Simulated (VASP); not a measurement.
Band structure of Cu₃Au (L1_2). Computed with optB86b-vdW, VASP's PBE PAW potentials (set 64) (plane waves; VASP).

Unless said otherwise, spin-orbit coupling is left out, though it shifts the bands of the heavy elements here.

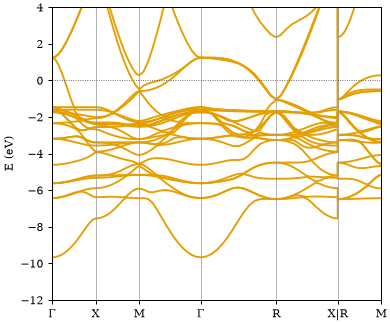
*Bands along high-symmetry lines, zero at the valence-band maximum or, without a gap, the Fermi level*

**Question.** Read the plot: is there a gap, and where are the band edges?

**Answer.** It has no gap at this level: it comes out as a metal or semimetal. (Edges off the drawn lines would not show.)

The compound is Cu3Au in the L1_2 structure. The cell was not relaxed at this level.
